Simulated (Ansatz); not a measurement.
## Electronic structure of AlCl3···HF in real space

```yaml
atoms:
  - { symbol: Al, position_ang: [-0.0159, 0.2608, -0.0491] }
  - { symbol: Cl, position_ang: [-0.0229, 0.4016, 2.1358] }
  - { symbol: Cl, position_ang: [1.7880, 0.3035, -1.0671] }
  - { symbol: Cl, position_ang: [-1.8140, 0.3138, -1.0820] }
  - { symbol: F, position_ang: [0.0832, -2.4284, 0.9585] }
  - { symbol: H, position_ang: [0.1269, -2.1474, 1.8446] }
```

Not at a stationary point (largest force 1.4 eV/Å).

All numbers below come from RKS r2SCANh/6-31G* in Ansatz 0.2.0.

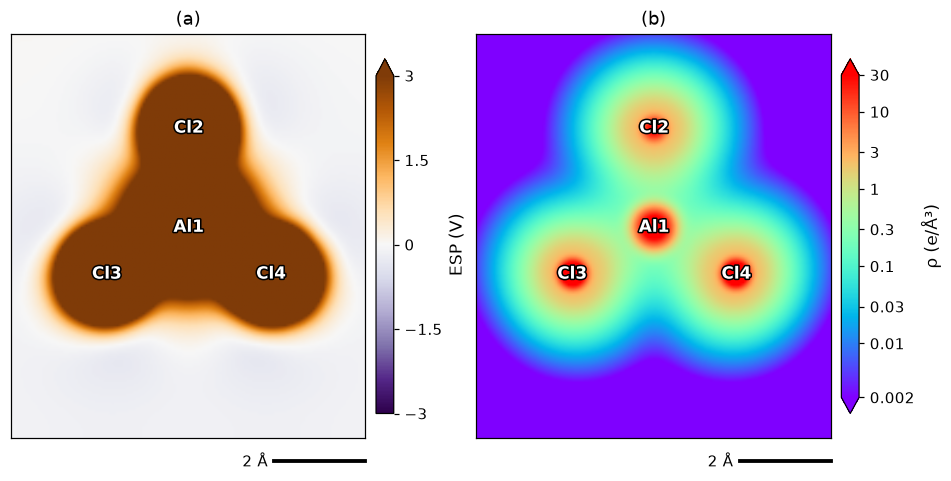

Figure 1. (a) electrostatic potential; (b) total electron density on the plane of atoms Cl3, Al1 and Cl4.

Question: What do the fields say about this system?

Answer:
- Atoms in the plane: Al and Cl.
- Al–Cl (2.07 Å): ρ is about 0.77 e/Å³ halfway.
- Al–Cl (2.19 Å): the density is about 0.63 e/Å³ at the midpoint.
- Outside the dense part of the complex the potential is most negative (−0.3 V) near Cl4.

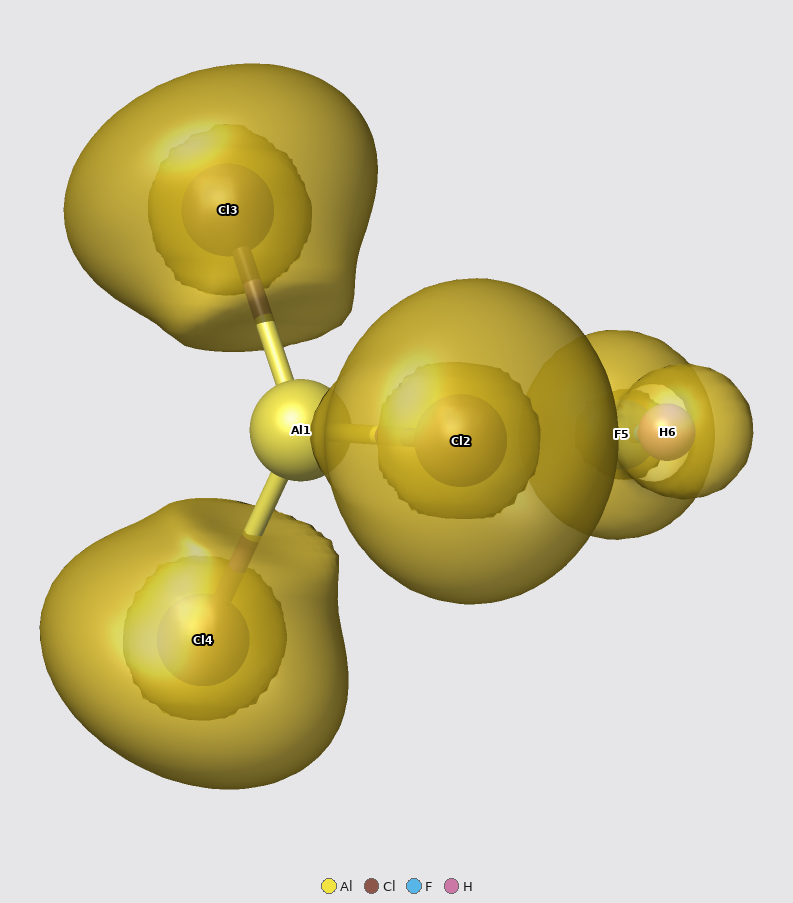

Figure 2. Isosurface of the ELF at 0.75 (yellow), seen across its widest extent. Only the valence region is drawn (cores and ρ < 0.01 e/Å³ removed).

Question: Describe the localisation domains.

Answer: At this value the surface marks out three regions on Cl in which the atom's valence shell and bonds are merged and one joined region spread over several atoms (F, H), in which their bonds and any lone pairs are merged.


Al1···F5 (2.87 Å): the ELF is about 0.05 at the midpoint. Al–Cl (2.07 Å): the ELF peaks at about 0.85 in the valence shell of Cl, 0.9 Å from its nucleus, and is about 0.85 at the midpoint.

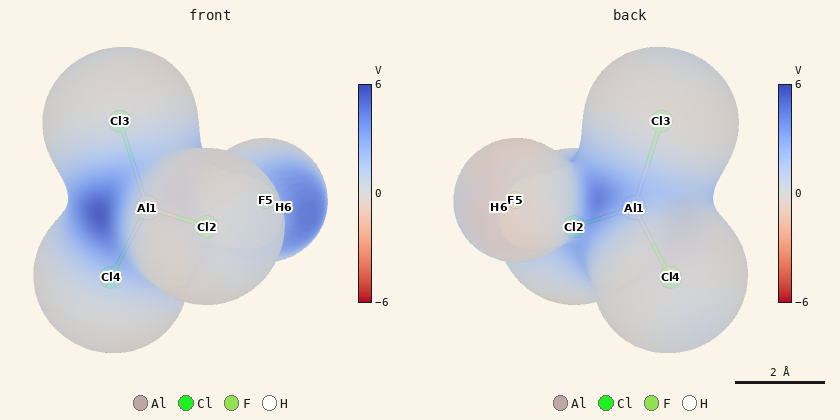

Figure 3. The electrostatic potential painted on the density surface at 0.004 e/bohr³, seen from the front and from behind; red is negative and blue positive.

Question: Which sites attract a positive test charge, and which a negative one?

Answer: A positive charge is drawn to the negative regions and a negative charge to the positive ones. The most negative region (about −0.6 V, or −14 kcal/mol for a unit charge) lies over F5, the most positive (about +5.1 V, or +118 kcal/mol for a unit charge) over Al1. Cl3 shows a σ-hole: about +0.4 V, or +9 kcal/mol for a unit charge at the tip opposite its bond, against about −0.1 V on its flanks. Cl4 shows a σ-hole: about +0.4 V, or +9 kcal/mol for a unit charge at the tip opposite its bond, against about 0.0 V on its flanks.

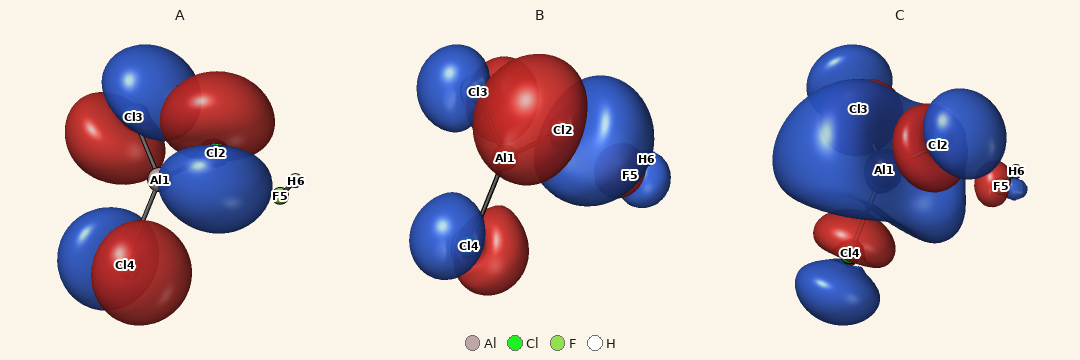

Figure 4. Three frontier orbitals at ±0.06 Å⁻³ᐟ² (blue and red are the two phases), in no order.

Question: Order the three orbitals by energy and name them.

Answer: B is the HOMO−1 (−9.27 eV). Its weight (Hirshfeld) is mainly on Cl2 (about 75 %), Cl4 (about 10 %) and Cl3 (about 10 %); largely a lone pair of Cl2. A is the HOMO (−8.85 eV). By Hirshfeld shares it lies mainly on Cl2 (about 40 %), Cl3 (about 25 %) and Cl4 (about 25 %); largely a combination of lone pairs on Cl2, Cl3 and Cl4. C is the LUMO (−1.66 eV). It lies mainly on Al1 (about 50 %), Cl2 (about 15 %), Cl4 (about 15 %) and Cl3 (about 15 %).

Question: What is the HOMO–LUMO gap?

Answer: 7.19 eV between the orbital energies.
